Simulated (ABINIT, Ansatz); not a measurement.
# Osmium (P6_3/mmc): from the cell to the phonon bands, part 3 of 4

How does Osmium (P6_3/mmc) vibrate, and is this structure a minimum?

ABINIT 10.8.3; DFT PBE, scalar-relativistic, plane waves, PseudoDojo norm-conserving pseudopotentials.

So far. Step 4 (Ground state): The cell stands at -0.69 GPa: the relaxation ran with a smoothed and higher cutoff, and the difference is a stress of the finite basis. Step 5 (Linear response at Γ): The acoustic modes at Γ come out as far as 3.9 cm⁻¹ from zero, where they should vanish, a small numerical error. The relaxed cell has a = 2.751, c = 4.352 Å (conventional setting).

## 7. Interpolated phonon bands

anaddb transforms the dynamical matrices to force constants and back along the path; points of the mesh come back as solved, but for the sum rule and, in polar crystals, the LO-TO term at Γ; the rest is interpolation.

The input, anaddb.abi:

```
ddb_filepath "all_DDB"
output_file "anaddb.abo"
outdata_prefix "anaddb"
ifcflag 1
ngqpt 3 3 2
nqshft 1
q1shft 0.0 0.0 0.0
asr 1
chneut 0
dipdip 0
dipquad 0
quadquad 0
enunit 0
eivec 0
nph1l 93
qph1l 
    0.0 0.0 0.0 1.0
    0.05 0.0 0.0 1.0
    0.1 0.0 0.0 1.0
    0.15 0.0 0.0 1.0
    0.2 0.0 0.0 1.0
    0.25 0.0 0.0 1.0
    0.3 0.0 0.0 1.0
    0.35 0.0 0.0 1.0
    0.4 0.0 0.0 1.0
    0.45 0.0 0.0 1.0
    0.5 0.0 0.0 1.0
    0.48333333 0.03333333 0.0 1.0
    0.46666667 0.06666667 0.0 1.0
    0.45 0.1 0.0 1.0
    0.43333333 0.13333333 0.0 1.0
    0.41666667 0.16666667 0.0 1.0
    0.4 0.2 0.0 1.0
    0.38333333 0.23333333 0.0 1.0
    0.36666667 0.26666667 0.0 1.0
    0.35 0.3 0.0 1.0
    0.33333333 0.33333333 0.0 1.0
    0.3 0.3 0.0 1.0
    0.26666667 0.26666667 0.0 1.0
    0.23333333 0.23333333 0.0 1.0
    0.2 0.2 0.0 1.0
    0.16666667 0.16666667 0.0 1.0
    0.13333333 0.13333333 0.0 1.0
    0.1 0.1 0.0 1.0
    0.06666667 0.06666667 0.0 1.0
    0.03333333 0.03333333 0.0 1.0
    0.0 0.0 0.0 1.0
    0.0 0.0 0.05 1.0
    0.0 0.0 0.1 1.0
    0.0 0.0 0.15 1.0
    0.0 0.0 0.2 1.0
    0.0 0.0 0.25 1.0
    0.0 0.0 0.3 1.0
    0.0 0.0 0.35 1.0
    0.0 0.0 0.4 1.0
    0.0 0.0 0.45 1.0
    0.0 0.0 0.5 1.0
    0.05 0.0 0.5 1.0
    0.1 0.0 0.5 1.0
    0.15 0.0 0.5 1.0
    0.2 0.0 0.5 1.0
    0.25 0.0 0.5 1.0
    0.3 0.0 0.5 1.0
    0.35 0.0 0.5 1.0
    0.4 0.0 0.5 1.0
    0.45 0.0 0.5 1.0
    0.5 0.0 0.5 1.0
    0.48333333 0.03333333 0.5 1.0
    0.46666667 0.06666667 0.5 1.0
    0.45 0.1 0.5 1.0
    0.43333333 0.13333333 0.5 1.0
    0.41666667 0.16666667 0.5 1.0
    0.4 0.2 0.5 1.0
    0.38333333 0.23333333 0.5 1.0
    0.36666667 0.26666667 0.5 1.0
    0.35 0.3 0.5 1.0
    0.33333333 0.33333333 0.5 1.0
    0.3 0.3 0.5 1.0
    0.26666667 0.26666667 0.5 1.0
    0.23333333 0.23333333 0.5 1.0
    0.2 0.2 0.5 1.0
    0.16666667 0.16666667 0.5 1.0
    0.13333333 0.13333333 0.5 1.0
    0.1 0.1 0.5 1.0
    0.06666667 0.06666667 0.5 1.0
    0.03333333 0.03333333 0.5 1.0
    0.0 0.0 0.5 1.0
    0.5 0.0 0.5 1.0
    0.5 0.0 0.45 1.0
    0.5 0.0 0.4 1.0
    0.5 0.0 0.35 1.0
    0.5 0.0 0.3 1.0
    0.5 0.0 0.25 1.0
    0.5 0.0 0.2 1.0
    0.5 0.0 0.15 1.0
    0.5 0.0 0.1 1.0
    0.5 0.0 0.05 1.0
    0.5 0.0 0.0 1.0
    0.33333333 0.33333333 0.5 1.0
    0.33333333 0.33333333 0.45 1.0
    0.33333333 0.33333333 0.4 1.0
    0.33333333 0.33333333 0.35 1.0
    0.33333333 0.33333333 0.3 1.0
    0.33333333 0.33333333 0.25 1.0
    0.33333333 0.33333333 0.2 1.0
    0.33333333 0.33333333 0.15 1.0
    0.33333333 0.33333333 0.1 1.0
    0.33333333 0.33333333 0.05 1.0
    0.33333333 0.33333333 0.0 1.0
```

The input, mrgddb.in:

```
all_DDB
merged
6
dfpt_gammao_DDB
dfpt_qo_DS1_DDB
dfpt_qo_DS2_DDB
dfpt_qo_DS3_DDB
dfpt_qo_DS4_DDB
dfpt_qo_DS5_DDB
```

Run with:

```console
$ mrgddb < mrgddb.in > mrgddb.log
$ OMP_NUM_THREADS=1 anaddb anaddb.abi > anaddb.log
```

anaddb.abo, the main output file:

```text
[banners, grids, parts of the stress and lines that vanish by symmetry left out]
-outvars_anaddb: echo values of input variables ----------------------

 Flags :
[...]
Phonon wavevector (reduced coordinates) :  0.00000  0.00000  0.00000
 Phonon energies in Hartree :
[...]
Phonon frequencies in cm-1    :
-  0.000000E+00  0.000000E+00  0.000000E+00  1.553971E+02  1.553971E+02
-  2.145087E+02
[...]
Phonon wavevector (reduced coordinates) :  0.05000  0.00000  0.00000
 Phonon energies in Hartree :
[...]
Phonon frequencies in cm-1    :
-  2.080136E+01  2.514119E+01  3.389995E+01  1.563464E+02  1.566930E+02
-  2.129707E+02
[...]
Phonon wavevector (reduced coordinates) :  0.10000  0.00000  0.00000
 Phonon energies in Hartree :
[...]
Phonon frequencies in cm-1    :
-  4.093546E+01  4.928923E+01  6.670473E+01  1.590059E+02  1.604005E+02
-  2.084759E+02
[...]
Phonon wavevector (reduced coordinates) :  0.15000  0.00000  0.00000
 Phonon energies in Hartree :
[...]
Phonon frequencies in cm-1    :
-  5.977197E+01  7.153764E+01  9.738998E+01  1.628827E+02  1.660333E+02
-  2.013801E+02
[...]
Phonon wavevector (reduced coordinates) :  0.20000  0.00000  0.00000
 Phonon energies in Hartree :
[...]
Phonon frequencies in cm-1    :
-  7.675432E+01  9.114416E+01  1.250628E+02  1.673500E+02  1.729275E+02
-  1.922688E+02
[...]
Phonon wavevector (reduced coordinates) :  0.25000  0.00000  0.00000
 Phonon energies in Hartree :
[...]
Phonon frequencies in cm-1    :
-  9.143474E+01  1.075886E+02  1.490001E+02  1.718201E+02  1.803821E+02
-  1.819428E+02
  Phonon wavevector (reduced coordinates) :  0.30000  0.00000  0.00000
 Phonon energies in Hartree :
[...]
Phonon frequencies in cm-1    :
-  1.035037E+02  1.205968E+02  1.686441E+02  1.713907E+02  1.758497E+02
-  1.877775E+02
  Phonon wavevector (reduced coordinates) :  0.35000  0.00000  0.00000
 Phonon energies in Hartree :
[...]
Phonon frequencies in cm-1    :
-  1.128060E+02  1.301077E+02  1.617526E+02  1.791605E+02  1.835190E+02
-  1.947012E+02
  Phonon wavevector (reduced coordinates) :  0.40000  0.00000  0.00000
 Phonon energies in Hartree :
[...]
Phonon frequencies in cm-1    :
-  1.193326E+02  1.361477E+02  1.542881E+02  1.816011E+02  1.931962E+02
-  2.009669E+02
  Phonon wavevector (reduced coordinates) :  0.45000  0.00000  0.00000
 Phonon energies in Hartree :
[...]
Phonon frequencies in cm-1    :
-  1.231735E+02  1.387837E+02  1.501789E+02  1.830928E+02  1.981459E+02
-  2.057192E+02
  Phonon wavevector (reduced coordinates) :  0.50000  0.00000  0.00000
 Phonon energies in Hartree :
[...]
Phonon frequencies in cm-1    :
-  1.244379E+02  1.391851E+02  1.491733E+02  1.835946E+02  1.996394E+02
-  2.074810E+02
  Phonon wavevector (reduced coordinates) :  0.48333  0.03333  0.00000
 Phonon energies in Hartree :
[...]
Phonon frequencies in cm-1    :
-  1.252521E+02  1.391561E+02  1.490037E+02  1.832689E+02  1.993231E+02
-  2.078152E+02
  Phonon wavevector (reduced coordinates) :  0.46667  0.06667  0.00000
 Phonon energies in Hartree :
[...]
Phonon frequencies in cm-1    :
-  1.276290E+02  1.390775E+02  1.485037E+02  1.823726E+02  1.983808E+02
-  2.087411E+02
  Phonon wavevector (reduced coordinates) :  0.45000  0.10000  0.00000
 Phonon energies in Hartree :
[...]
Phonon frequencies in cm-1    :
-  1.313847E+02  1.389730E+02  1.477008E+02  1.810977E+02  1.968310E+02
-  2.100790E+02
[...]
Phonon wavevector (reduced coordinates) :  0.10000  0.00000  0.50000
 Phonon energies in Hartree :
[...]
Phonon frequencies in cm-1    :
-  1.148348E+02  1.148348E+02  1.202141E+02  1.202141E+02  1.780485E+02
-  1.780485E+02
  Phonon wavevector (reduced coordinates) :  0.15000  0.00000  0.50000
 Phonon energies in Hartree :
[...]
Phonon frequencies in cm-1    :
-  1.175325E+02  1.175325E+02  1.279797E+02  1.279797E+02  1.852509E+02
-  1.852509E+02
  Phonon wavevector (reduced coordinates) :  0.20000  0.00000  0.50000
 Phonon energies in Hartree :
[...]
Phonon frequencies in cm-1    :
-  1.212634E+02  1.212634E+02  1.365022E+02  1.365022E+02  1.934680E+02
-  1.934680E+02
  Phonon wavevector (reduced coordinates) :  0.25000  0.00000  0.50000
 Phonon energies in Hartree :
[...]
Phonon frequencies in cm-1    :
-  1.258979E+02  1.258979E+02  1.445822E+02  1.445822E+02  2.015239E+02
-  2.015239E+02
  Phonon wavevector (reduced coordinates) :  0.30000  0.00000  0.50000
 Phonon energies in Hartree :
[...]
Phonon frequencies in cm-1    :
-  1.310980E+02  1.310980E+02  1.514463E+02  1.514463E+02  2.085371E+02
-  2.085371E+02
  Phonon wavevector (reduced coordinates) :  0.35000  0.00000  0.50000
 Phonon energies in Hartree :
[...]
Phonon frequencies in cm-1    :
-  1.362978E+02  1.362978E+02  1.567284E+02  1.567284E+02  2.140053E+02
-  2.140053E+02
[...]
Phonon wavevector (reduced coordinates) :  0.33333  0.33333  0.05000
 Phonon energies in Hartree :
[...]
Phonon frequencies in cm-1    :
-  1.403932E+02  1.403932E+02  1.706336E+02  1.742012E+02  1.742012E+02
-  2.178987E+02
  Phonon wavevector (reduced coordinates) :  0.33333  0.33333  0.00000
 Phonon energies in Hartree :
[...]
Phonon frequencies in cm-1    :
-  1.399001E+02  1.399001E+02  1.702289E+02  1.740205E+02  1.740205E+02
-  2.181074E+02
-
```

Elapsed: 0.5 s, on 1 thread of Arm Neoverse V2, shared host.

This step gave:

| Quantity | Value |
| --- | --- |
| lowest frequency on the path | 0 cm⁻¹ |

Anaddb. The phonon branches at the labelled points (cm⁻¹):

| point | branch 1 | branch 2 | branch 3 | branch 4 | branch 5 | branch 6 |
| --- | --- | --- | --- | --- | --- | --- |
| Γ | 0 | 0 | 0 | 155 | 155 | 214 |
| M | 124 | 139 | 149 | 184 | 200 | 208 |
| K | 140 | 140 | 170 | 174 | 174 | 218 |
| Γ | 0 | 0 | 0 | 155 | 155 | 214 |
| A | 113 | 113 | 113 | 113 | 171 | 171 |
| L | 145 | 145 | 163 | 163 | 221 | 221 |
| H | 148 | 148 | 190 | 190 | 198 | 198 |
| A | 113 | 113 | 113 | 113 | 171 | 171 |
| jump to L | 145 | 145 | 163 | 163 | 221 | 221 |
| M | 124 | 139 | 149 | 184 | 200 | 208 |
| jump to H | 148 | 148 | 190 | 190 | 198 | 198 |
| K | 140 | 140 | 170 | 174 | 174 | 218 |

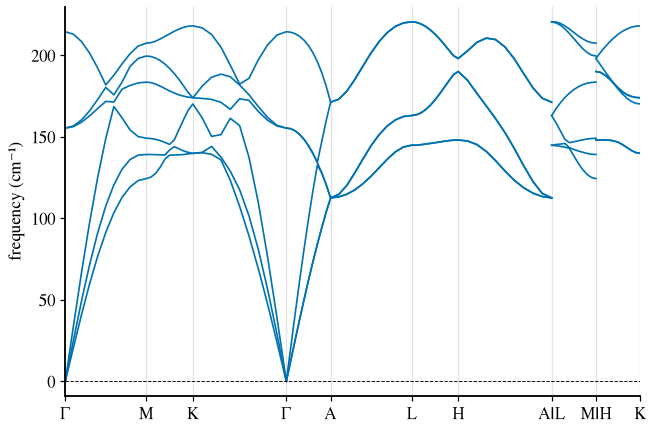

Phonon branches along the path.

All branches are real along the path.

## 8. Sums over the zone

Sums over the zone need many more wavevectors than were solved, so the interpolation is sampled on a dense mesh.

The input, anaddb.abi:

```
ddb_filepath "all_DDB"
output_file "anaddb.abo"
outdata_prefix "anaddb"
ifcflag 1
ngqpt 3 3 2
nqshft 1
q1shft 0.0 0.0 0.0
asr 1
chneut 0
dipdip 0
dipquad 0
quadquad 0
prtdos 2
ng2qpt 19 19 10
dosdeltae 4.5563e-06
ntemper 11
temperinc 100.0
tempermin 0.0
```

Run with:

```console
$ OMP_NUM_THREADS=1 anaddb anaddb.abi > anaddb.log
```

anaddb.abo, the main output file:

```text
-outvars_anaddb: echo values of input variables ----------------------

 Flags :
     ifcflag         1
 Miscellaneous information :
         asr         1
      chneut         0
 Interatomic Force Constants Inputs :
      dipdip         0
     dipquad         0
    quadquad         0
      ifcana         0
      ifcout         0
 Description of grid 1 :
        brav         1
       ngqpt         3         3         2
      nqshft         1
      q1shft
                     0.00000000E+00  0.00000000E+00  0.00000000E+00
 Phonon DOS information :
   dosdeltae  4.55630000E-06
    dossmear  4.55633525E-06
 Description of grid 2 (Fourier interp. or BZ sampling):
      ng2qpt        19        19        10
      ngrids         4
      q2shft         0.00000000E+00  0.00000000E+00  0.00000000E+00

================================================================================

 read the DDB information and perform some checks

  ==== Info on the Cryst% object ====
 Real(R)+Recip(G) space primitive vectors, cartesian coordinates (Bohr,Bohr^-1):
 R(1)=  5.1986241  0.0000000  0.0000000  G(1)=  0.1923586  0.1110583  0.0000000
 R(2)= -2.5993120  4.5021405  0.0000000  G(2)=  0.0000000  0.2221166  0.0000000
 R(3)=  0.0000000  0.0000000  8.2240083  G(3)=  0.0000000  0.0000000  0.1215952
 Unit cell volume ucvol=  1.9248239E+02 bohr^3
 Angles (23,13,12)=  9.00000000E+01  9.00000000E+01  1.20000000E+02 degrees
 Time-reversal symmetry is present
 Reduced atomic positions [iatom, xred, symbol]:
    1)    0.3333333  0.6666667  0.2500000  Os
    2)    0.6666667  0.3333333  0.7500000  Os

 DDB file with 6 blocks has been read.

================================================================================

 Calculation of the interatomic forces

       Homogeneous q point set in the B.Z.
 Grid q points  :       18
  1)   0.00000000E+00  0.00000000E+00  0.00000000E+00
  2)   3.33333333E-01  0.00000000E+00  0.00000000E+00
  3)  -3.33333333E-01  0.00000000E+00  0.00000000E+00
  4)   0.00000000E+00  3.33333333E-01  0.00000000E+00
  5)   3.33333333E-01  3.33333333E-01  0.00000000E+00
  6)  -3.33333333E-01  3.33333333E-01  0.00000000E+00
  7)   0.00000000E+00 -3.33333333E-01  0.00000000E+00
  8)   3.33333333E-01 -3.33333333E-01  0.00000000E+00
  9)  -3.33333333E-01 -3.33333333E-01  0.00000000E+00
 10)   0.00000000E+00  0.00000000E+00  5.00000000E-01
 11)   3.33333333E-01  0.00000000E+00  5.00000000E-01
 12)  -3.33333333E-01  0.00000000E+00  5.00000000E-01
 13)   0.00000000E+00  3.33333333E-01  5.00000000E-01
 14)   3.33333333E-01  3.33333333E-01  5.00000000E-01
 15)  -3.33333333E-01  3.33333333E-01  5.00000000E-01
 16)   0.00000000E+00 -3.33333333E-01  5.00000000E-01
 17)   3.33333333E-01 -3.33333333E-01  5.00000000E-01
 18)  -3.33333333E-01 -3.33333333E-01  5.00000000E-01

 The interatomic forces have been obtained

================================================================================

 Calculation of phonon density of states

 Average speed of sound partial sums:     0.1626554117E-02 (at units)
-                                   =           3.5584 [km/s]

 Debye frequency from partial sums:     0.1098049312E-02 (Ha)
-                                 =     0.7224817402E+01 (THz)
-Debye temperature from partial sums:     0.3467365487E+03 (K)

 Average speed of sound:     0.1699773134E-02 (at units)
-                      =           3.7186 [km/s]

 Debye frequency from DOS:     0.1147477788E-02 (Ha)
-                        =     0.7550041153E+01 (THz)
-Debye temperature from DOS:     0.3623448271E+03 (K)

-
```

Elapsed: 0.61 s, on 1 thread.

This step gave:

- share of modes beyond 3i cm⁻¹ on the dense interpolated mesh: 0
- zero-point energy per atom: 29.92 meV
- heat capacity at 300 K: 23.69 J/(mol atoms K)
- vibrational entropy at 300 K: 32.77 J/(mol atoms K)

The phonon density of states has structure finer than the step of the table below, so its rows give means over 20 cm⁻¹, whole bins alone (the curve runs from -30 to 248 cm⁻¹). Peaks (cm⁻¹: height): 145.0: 0.136, 178.0: 0.0751, 210.0: 0.0873.

Tetrahedra. Phonon density of states against wavenumber; means over each step:

| wavenumber (cm⁻¹) | phonon density of states (1/cm⁻¹/cell) |
| --- | --- |
| 0 | 6.0e-6 |
| 20 | 2.1e-4 |
| 40 | 0.00111 |
| 60 | 0.00283 |
| 80 | 0.00584 |
| 100 | 0.0117 |
| 120 | 0.0261 |
| 140 | 0.0801 |
| 160 | 0.0482 |
| 180 | 0.0453 |
| 200 | 0.0549 |
| 220 | 0.0235 |

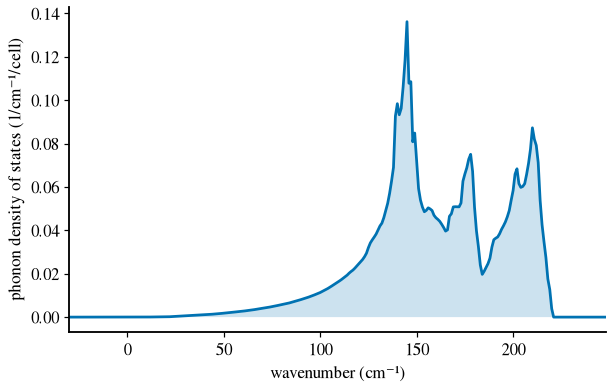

Phonon density of states against wavenumber.

Harmonic thermodynamic functions per atom, summed over the density of states scaled to three modes an atom; melting is ignored. Thermodynamic functions:

```
T (K)  F_vib (meV/atom)  S (J/mol-atom/K)  C_V (J/mol-atom/K)
    0             29.92                 0                   0
   50             29.68             2.023               6.015
  100              26.7             9.765               16.23
  200              9.04             23.42               22.25
  300            -20.35             32.77               23.69
  400            -58.05             39.67               24.23
  500            -102.1             45.11               24.48
  600            -151.2             49.58               24.62
  700            -204.6             53.39               24.71
  800            -261.7             56.69               24.76
  900              -322             59.61                24.8
 1000            -385.2             62.22               24.83
```

At 300 K the heat capacity has reached 95 % of the Dulong-Petit value.

(Continued in part 4 of 4.)

[Host names and launcher messages were left out of these logs when they were recorded.]

[Logs are printed without paths, hosts, clocks, repeated set-up lines and the standing remarks that a program may print on its own settings, such as how far it seeks lower states.]

[Hosts, paths, dates, database ids (printed as entryN), source tags and the programs' standing remarks are cut or masked in the printed files.]
